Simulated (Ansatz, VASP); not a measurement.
# EuCd2P2: VASP beside Ansatz

Wanted: the spread between two codes on one cell, functional and k mesh. The cell is taken from a series of VASP runs on this material, whose earlier steps may have relaxed, scaled or displaced it; both programs get it as it stands. Valence electrons are named where the data sets of a main pair hold unlike numbers.

Method: plane waves, with VASP 6.6.1 beside it; band structure at r2SCAN, DFT+U and single point at r2SCAN, DFT+U, in Ansatz 0.2.0.

## 1. The structure

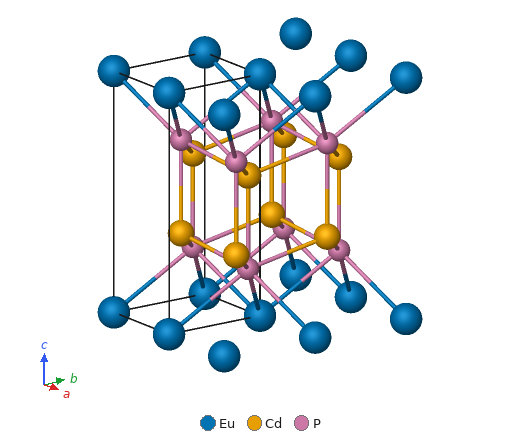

Start, viewed slightly off an axis; europium blue, cadmium orange, phosphorus pink. 2×2×1 cells are drawn. Bonds to atoms that aren't drawn are left out. Some periodic images of atoms are drawn too.

## 2. Ansatz: band structure, r2SCAN, DFT+U

Ansatz runs on its default PAW (the set named soft_2) files.

A single point gives forces, pressure and levels at one fixed geometry, so differences don't come from the geometry; what else differs is listed under the comparison.

Contents of input.yaml:

```yaml
crystal:
  lattice:
    - [4.3407983975, 0.0, 0.0]
    - [-2.1703991988, 3.759241685, 0.0]
    - [0.0, 0.0, 7.1929162865]
  atoms:
    - { symbol: Eu, position: [0.0, 0.0, 0.0], spin: 6.642 }
    - { symbol: Cd, position: [0.66666667, 0.33333333, 0.3628390541], spin: -0.006 }
    - { symbol: Cd, position: [0.33333333, 0.66666667, 0.6371609459], spin: -0.006 }
    - { symbol: P, position: [0.66666667, 0.33333333, 0.7500493522], spin: -0.027 }
    - { symbol: P, position: [0.33333333, 0.66666667, 0.2499506478], spin: -0.027 }
hamiltonian:
  xc: r2scan
  pseudopotentials: { kind: paw }
  hubbard: { sites: [{ species: Eu, l: f, u_eff: 5.0 }] }
magnetization:
  spin_polarized: true
kpoints:
  mp_grid: { grid: [7, 7, 4] }
  band_path:
    path:
      - [0.0, 0.0, 0.0]
      - [0.13333, 0.0, 0.0]
      - [0.3, 0.0, 0.0]
      - [0.46667, 0.0, 0.0]
      - [0.46667, 0.06667, 0.0]
      - [0.41111, 0.17778, 0.0]
      - [0.35556, 0.28889, 0.0]
      - [0.28889, 0.28889, 0.0]
      - [0.17778, 0.17778, 0.0]
      - [0.06667, 0.06667, 0.0]
      - [0.0, 0.0, 0.03333]
      - [0.0, 0.0, 0.2]
      - [0.0, 0.0, 0.36667]
      - [0.0, 0.0, 0.5]
      - [0.16667, 0.0, 0.5]
      - [0.3, 0.0, 0.5]
      - [0.46667, 0.0, 0.5]
      - [0.46667, 0.06667, 0.5]
      - [0.41111, 0.17778, 0.5]
      - [0.35556, 0.28889, 0.5]
      - [0.28889, 0.28889, 0.5]
      - [0.17778, 0.17778, 0.5]
      - [0.06667, 0.06667, 0.5]
      - [0.5, 0.0, 0.46667]
      - [0.5, 0.0, 0.3]
      - [0.5, 0.0, 0.13333]
      - [0.33333, 0.33333, 0.0]
      - [0.33333, 0.33333, 0.16667]
      - [0.33333, 0.33333, 0.33333]
      - [0.33333, 0.33333, 0.5]
    npoints: 1
scf:
  occupations: { method: gaussian, width: 0.05 }
  n_extra_bands: 13
output:
  forces: true
  stress: true
  eigenvalues: true
  write_density: true
  write_potential: true
  elf: true
  volumetric_format: npy
```

Command:

```sh
ansatz run input.yaml --threads 2 --pin off --max-ram 4608MiB --backend cpu --events-out ev --progress --plain --runs-dir out
```

Numbers of over 12 decimals in the logs are rounded to 6 here.

Log:

```text
Eu: projections on atomic orbitals take those of the free atom [Kr 4d10] 4f7 5s2 5p6 5d0 6s2, of charge +0.00 (hamiltonian.pseudopotentials.projection_atoms); the dataset's partial waves leave at most 1.0e-3 of an orbital's norm unspanned inside its sphere
Cd: projections on atomic orbitals take those of the free atom [Ar 3d10] 4s2 4p6 4d10 5s2, of charge +0.00 (hamiltonian.pseudopotentials.projection_atoms); the dataset's partial waves leave at most 1.3e-5 of an orbital's norm unspanned inside its sphere
P: projections on atomic orbitals take those of the free atom [Ne] 3s2 3p3, of charge +0.00 (hamiltonian.pseudopotentials.projection_atoms); the dataset's partial waves leave at most 1.0e-7 of an orbital's norm unspanned inside its sphere
scf.n_extra_bands = 13 over 34 filled bands (N_el = 67.0): the run solves 47 bands
Engine: ansatz 0.2.0, aarch64-unknown-linux-gnu
Pseudopotentials: kind: paw
Pseudopotential: Eu, paw, valence charge 17, recommended cutoff 500 eV (meta_gga), Eu.paw.azcp
Pseudopotential: Cd, paw, valence charge 20, recommended cutoff 500 eV (meta_gga), Cd.paw.azcp
Pseudopotential: P, paw, valence charge 5, recommended cutoff 500 eV (meta_gga), P.paw.azcp
Functional definition: r2SCAN
  parameter k0 = 0.174
  parameter k1 = 0.065
  parameter a1 = 4.9479
  exchange = r2scan_x(k0 = k0, k1 = k1, a1 = a1)
  correlation = r2scan_c
Crystal: 5 atoms, lattice volume = 117.375 Å³
Basis set: ecut = 500 eV, 2973 PW (Γ), exchange–correlation on 128×128×216 points (64 copies of the dense FFT grid, shifted against one another)
Bands: 47, of which v1, the nominal top of the filled ones, is band 34 counted from 1 (33 counted from 0)
Symmetry: 12 space group operations
Space group: P-3m1 (ITA 164), of the structure as read, at distance tolerance 4.9e-5 Å
Magnetic group: BNS 164.85 (UNI 1315), of the structure as read, at distance tolerance 4.9e-5 Å
k-points: 28 of 196
Non-local potential: Eu, projectors of the file, l = 0: 3, l = 1: 2, l = 2: 2, l = 3: 3
Non-local potential: Cd, projectors of the file, l = 0: 3, l = 1: 2, l = 2: 2, l = 3: 1
Non-local potential: P, projectors of the file, l = 0: 2, l = 1: 2, l = 2: 2
PAW form: soft (Blöchl's): semilocal exchange-correlation on the pseudo side does not see the compensation charge
PAW frozen core: Eu, regenerated for the run's functional (the file was generated under x = pbe(κ = 0.804, μ = 0.219515), c = pbe(β = 0.066725))
PAW frozen core: Cd, regenerated for the run's functional (the file was generated under x = pbe(κ = 0.804, μ = 0.219515), c = pbe(β = 0.066725))
PAW frozen core: P, regenerated for the run's functional (the file was generated under x = pbe(κ = 0.804, μ = 0.219515), c = pbe(β = 0.066725))
PAW one-centre angular grid: Eu, 2702 points (default); XC on 160 Gauss nodes
PAW one-centre angular grid: Cd, 590 points (default); XC on 160 Gauss nodes
PAW one-centre angular grid: P, 302 points (default); XC on 160 Gauss nodes
Initial density: superposition of atomic densities (chi_scale 0.1, normalization cell)
Starting moments: Σ|m| = 6.708 μB on 5 of 5 sites
Initial wavefunctions: pseudopotential atomic-orbital guess
Functional: x = r2scan, c = r2scan; τ floored in thin density (d = 2e-4 eV/Å³)
SCF iter   1: F=—  HF=-26835.972356 eV  |F-HF|=—  |Δ(HF+E_count)|=         —  Δρ=1.97e-1 (↑1.97e-1 ↓1.51e-1)  dr2=9.11e0  dr2_τ=2.91e-1  dr2_m=3.20e1  M=7.000 μB ∫|m|=7.576 μB  β_m=0.30  ethr=3.10e-3  ⟨swp⟩=6.9  Hψ=10136  notcnv=0  defer=3
preconditioner: auto → Resta (q_TF=auto, 2.485 Å⁻¹)  ε∞=5.1  [insulator: Δε(μ)=0.845 eV  Ē_g=11.830 eV  σ=0.050 eV  W_gap=1.00  n_scr=34 (ndim 8)  ℏωp=24.0 eV  f_vac=0.010  D(μ)=0.00/eV (n_scr^D=0)  ε∞_Penn≈5.1]
spin=Collinear: Resta preconditioning applied to the charge; magnetization (m = ρ↑ − ρ↓) channel mixes plain (no charge-response kernel on spin).
SCF iter   2: F=—  HF=-26836.383135 eV  |F-HF|=—  |Δ(HF+E_count)|=   4.11e-1  Δρ=1.32e-1 (↑1.32e-1 ↓1.08e-1)  dr2=3.21e0  dr2_τ=1.32e-1  dr2_m=1.52e1  M=7.000 μB ∫|m|=7.479 μB  β_m=0.30  ethr=3.10e-3  ⟨swp⟩=3.1  Hψ=5215  notcnv=0  defer=345  κ⁻¹=1.0e0(r=1)
SCF iter   3: F=—  HF=-26837.260005 eV  |F-HF|=—  |Δ(HF+E_count)|=   8.77e-1  Δρ=8.01e-2 (↑7.73e-2 ↓8.01e-2)  dr2=2.30e-1  dr2_τ=6.03e-2  dr2_m=6.61e0  M=7.000 μB ∫|m|=7.349 μB  β_m=1.00  ethr=3.10e-3  ⟨swp⟩=3.3  Hψ=5304  notcnv=0  defer=318  κ⁻¹=5.7e-3(r=2)
SCF iter   4: F=—  HF=-26834.891032 eV  |F-HF|=—  |Δ(HF+E_count)|=    2.37e0  Δρ=1.56e-2 (↑1.56e-2 ↓8.39e-3)  dr2=8.85e-2  dr2_τ=1.60e-2  dr2_m=1.47e-1  M=7.000 μB ∫|m|=7.292 μB  β_m=0.30  ethr=3.43e-4  ⟨swp⟩=3.7  Hψ=6941  notcnv=0  defer=326  κ⁻¹=2.4e-3(r=3)
SCF iter   5: F=—  HF=-26836.923066 eV  |F-HF|=—  |Δ(HF+E_count)|=    2.03e0  Δρ=1.02e-2 (↑1.02e-2 ↓4.23e-3)  dr2=6.65e-2  dr2_τ=2.03e-3  dr2_m=5.02e-2  M=7.000 μB ∫|m|=7.276 μB  β_m=1.20  ethr=1.32e-4  ⟨swp⟩=2.8  Hψ=4378  notcnv=0  defer=326
Mixer restart at iter 5: flushing history
spin-set hold released at iteration 5 (site moments contracting): the magnetisation degrees of freedom join the quasi-Newton model from the next iteration; the mixer history was flushed
SCF iter   6: F=—  HF=-26837.290895 eV  |F-HF|=—  |Δ(HF+E_count)|=   3.68e-1  Δρ=3.87e-3 (↑2.16e-3 ↓3.87e-3)  dr2=1.93e-2  dr2_τ=6.58e-4  dr2_m=6.78e-3  M=7.000 μB ∫|m|=7.227 μB  β_m=1.20  ethr=9.93e-5  ⟨swp⟩=2.9  Hψ=4355  notcnv=0  defer=326  κ⁻¹=1.0e0(r=1)
SCF iter   7: F=—  HF=-26837.863081 eV  |F-HF|=—  |Δ(HF+E_count)|=   5.72e-1  Δρ=2.11e-3 (↑1.75e-3 ↓2.11e-3)  dr2=1.03e-2  dr2_τ=6.55e-4  dr2_m=2.22e-3  M=7.000 μB ∫|m|=7.215 μB  β_m=1.20  ethr=2.88e-5  ⟨swp⟩=2.6  Hψ=4590  notcnv=0  defer=322  κ⁻¹=4.3e-2(r=2)
SCF iter   8: F=—  HF=-26838.399246 eV  |F-HF|=—  |Δ(HF+E_count)|=   5.36e-1  Δρ=1.05e-3 (↑1.05e-3 ↓8.64e-4)  dr2=3.92e-3  dr2_τ=1.22e-4  dr2_m=2.52e-4  M=7.000 μB ∫|m|=7.206 μB  β_m=1.20  ethr=1.54e-5  ⟨swp⟩=3.0  Hψ=5117  notcnv=0  defer=322  κ⁻¹=1.5e-2(r=3)
SCF iter   9: F=—  HF=-26838.523968 eV  |F-HF|=—  |Δ(HF+E_count)|=   1.25e-1  Δρ=5.52e-4 (↑4.61e-4 ↓5.52e-4)  dr2=1.22e-3  dr2_τ=8.45e-6  dr2_m=2.80e-5  M=7.000 μB ∫|m|=7.201 μB  β_m=1.20  ethr=5.84e-6  ⟨swp⟩=3.0  Hψ=4980  notcnv=0  defer=322  κ⁻¹=2.5e-3(r=4)
SCF iter  10: F=—  HF=-26838.520649 eV  |F-HF|=—  |Δ(HF+E_count)|=   3.32e-3  Δρ=2.06e-4 (↑2.06e-4 ↓1.95e-4)  dr2=1.98e-4  dr2_τ=4.29e-6  dr2_m=1.12e-5  M=7.000 μB ∫|m|=7.198 μB  β_m=1.20  ethr=1.82e-6  ⟨swp⟩=2.0  Hψ=3858  notcnv=0  defer=322  κ⁻¹=9.3e-4(r=5)
SCF iter  11: F=—  HF=-26838.520737 eV  |F-HF|=—  |Δ(HF+E_count)|=   8.80e-5  Δρ=1.03e-4 (↑1.03e-4 ↓9.56e-5)  dr2=4.00e-5  dr2_τ=3.43e-6  dr2_m=3.35e-6  M=7.000 μB ∫|m|=7.198 μB  β_m=1.20  ethr=2.95e-7  ⟨swp⟩=2.0  Hψ=3739  notcnv=0  defer=322  κ⁻¹=1.7e-4(r=6)
SCF iter  12: F=—  HF=-26838.525186 eV  |F-HF|=—  |Δ(HF+E_count)|=   4.45e-3  Δρ=6.15e-5 (↑6.15e-5 ↓4.49e-5)  dr2=9.09e-6  dr2_τ=2.01e-7  dr2_m=4.03e-7  M=7.000 μB ∫|m|=7.200 μB  β_m=1.20  ethr=5.97e-8  ⟨swp⟩=3.0  Hψ=4482  notcnv=0  defer=322  κ⁻¹=1.4e-5(r=7)
SCF iter  13: F=—  HF=-26838.525321 eV  |F-HF|=—  |Δ(HF+E_count)|=   1.35e-4  Δρ=3.16e-5 (↑3.16e-5 ↓2.82e-5)  dr2=2.72e-6  dr2_τ=8.51e-8  dr2_m=1.14e-7  M=7.000 μB ∫|m|=7.200 μB  β_m=1.20  ethr=1.36e-8  ⟨swp⟩=3.0  Hψ=3927  notcnv=0  defer=322  κ⁻¹=8.1e-6(r=8)
SCF iter  14: F=—  HF=-26838.525268 eV  |F-HF|=—  |Δ(HF+E_count)|=   5.26e-5  Δρ=2.13e-5 (↑2.13e-5 ↓1.25e-5)  dr2=9.28e-7  dr2_τ=3.50e-8  dr2_m=6.69e-8  M=7.000 μB ∫|m|=7.200 μB  β_m=1.20  ethr=4.05e-9  ⟨swp⟩=2.0  Hψ=3741  notcnv=0  defer=322  κ⁻¹=1.3e-5(r=8)
SCF iter  15: F=—  HF=-26838.525296 eV  |F-HF|=—  |Δ(HF+E_count)|=   2.78e-5  Δρ=1.14e-5 (↑1.14e-5 ↓6.22e-6)  dr2=3.17e-7  dr2_τ=4.00e-9  dr2_m=1.63e-8  M=7.000 μB ∫|m|=7.200 μB  β_m=1.20  ethr=1.39e-9  ⟨swp⟩=2.5  Hψ=3833  notcnv=0  defer=322  κ⁻¹=1.0e-5(r=8)
SCF iter  16: F=—  HF=-26838.525304 eV  |F-HF|=—  |Δ(HF+E_count)|=   8.08e-6  Δρ=3.33e-6 (↑3.33e-6 ↓3.04e-6)  dr2=3.11e-8  dr2_τ=6.66e-10  dr2_m=2.81e-10  M=7.000 μB ∫|m|=7.200 μB  β_m=1.20  ethr=1.49e-10  ⟨swp⟩=20.8  Hψ=25476  notcnv=0  κ⁻¹=5.8e-6(r=8)
SCF iter  17: F=-26838.525304 eV  HF=-26838.525304 eV  |F-HF|=2.35e-8  |Δ(HF+E_count)|=   6.72e-8  Δρ=2.19e-6 (↑2.19e-6 ↓2.15e-6)  dr2=1.47e-8  dr2_τ=2.27e-10  dr2_m=5.57e-11  M=7.000 μB ∫|m|=7.200 μB  ethr=4.63e-11  ⟨swp⟩=8.7  Hψ=13235  notcnv=0
SCF 1 converged in 17 iterations: F = -26838.525304 eV  dr2 = 1.47e-8
  greatest PAW one-centre occupation: 1.001 electrons in one spin orbital (limit 2), on the Cd atom at site 2 (counted from 0), in its partial waves of l = 1
this state was not tested for a lower state beside it, because the mixer in use, unlike msr1, does not test its closes by its own steps (another_mixer; see scf.mixing.algorithm and scf.lower_state_search)
NSCF: frozen V_eff on 30 k-points
SCF converged after 17 iterations
Magnetization: 7.0000 μB (37.0000 up, 30.0000 down)
Absolute magnetization: 7.2014 μB (∫|ρ↑−ρ↓|, with the PAW one-centre terms)
Spin contamination: 0.0163 ħ² per cell (⟨S²⟩ above its minimum at these occupations)
Per-site moments (μB) at R_I (Å): [(6.911987, 1.272293), (-0.00458746, 1.086699), (-0.00458746, 1.086699), (-0.031225, 1.086699), (-0.031225, 1.086699)]
Free energy (F): -26838.525304 eV
Harris-Foulkes:  -26838.525304 eV  (|F-HF|=2.35e-8)
Internal energy: -26838.525304 eV  (E = F + TS)
E sigma→0 (E₀):  -26838.525304 eV
Fermi energy:    11.074496 eV
--- Per-component energies (eV) ---
  E_band       = -961.163008
  E_kinetic    = 1500.134266
  E_local      = -9539.467149  (includes V_loc(G=0)·N_el)
  E_nonlocal   = 614.328091
  E_hartree    = 4318.648916
  E_xc         = -624.973539
  E_vxc        = -847.870673  (∫ρ·V_xc dr)
  E_hubbard    = 0.102163  (on-site DFT+U / exact-exchange correction)
  E_vhub       = -17.263520  (the Hubbard potential's part of the band-sum identity)
  E_paw        = -15773.543097  (= ΣΔE_a)
  E_vpaw       = -1361.721714  (= ΣTr[D̂ρ^β])
  E_aug_tail   = 0.000013  (compensation charges beyond the density's cutoff)
  E_vtau       = 53.402868  (kinetic-family band-sum trace: ∫τ·v_τ [+ j·A + Jᵃ·Aᵃ] dr)
  E_ewald      = -7332.724485
  E_core_change = -1.030482  (= ΣΔE_core)
  E_smearing   = -0.000000  (= −TS)
  E_closure    = 0.000000  (closes the sum)
  Σ components = -26838.525304   (vs F -26838.525304, Δ=0.00e0)
--- Forces (eV/Å), atoms counted from 1 ---
  atom   1  Eu     0.00000000     0.00000000    -0.00000000
  atom   2  Cd     0.00000000    -0.00000000     0.00545067
  atom   3  Cd    -0.00000000     0.00000000    -0.00545067
  atom   4  P      0.00000000    -0.00000000    -0.01566370
  atom   5  P     -0.00000000     0.00000000     0.01566370
  max |Σ_I F_I| component: 9.25e-18 eV/Å
--- Stress (GPa, compression-positive) ---
        0.016927      -0.000000       0.000000
       -0.000000       0.016927      -0.000000
        0.000000      -0.000000      -0.006340
  P = ⅓ Tr σ = 0.0092 GPa (0.092 kbar)
--- Band table (eV; the first three rows and the last of 56) ---
  k-point 0 ↑: bands = [... 30 lower, 9.0337, 9.0751, 9.0751, 9.1477, 10.6416, 10.6416, 10.6506, 11.4981, ... 9 higher]
  k-point 1 ↑: bands = [... 30 lower, 9.0738, 9.1478, 9.1517, 9.1517, 9.7144, 10.3974, 10.3974, 11.6264, ... 9 higher]
  k-point 2 ↑: bands = [... 30 lower, 9.0762, 9.1478, 9.2244, 9.3410, 9.3410, 10.1246, 10.1246, 11.5389, ... 9 higher]
  k-point 27 ↓: bands = [... 30 lower, 13.0135, 13.2280, 14.5649, 14.7637, 15.0785, 15.3045, 16.4988, 17.4387, ... 9 higher]
Occupation matrices written to <dir>
```

Run time: 2 min. Hardware: 2 threads of Arm Neoverse N1, shared host; peak memory 0.96 GiB.

Reading the cycles: dr2 is the Hartree energy of the density residual (eV), the measure of convergence; HF is the Harris–Foulkes estimate of the energy, which meets the free energy F at convergence.

(Part 1 of 3 ends here.)

[Lines on the potential files, build, host, timing and source positions are cut from VASP's logs without a mark.]

[Logs are printed without paths, hosts, clocks, repeated set-up lines and the standing remarks that a program may print on its own settings, such as how far it seeks lower states.]

[Hosts, paths, dates, database ids (printed as entryN), source tags and the programs' standing remarks are cut or masked in the printed files.]
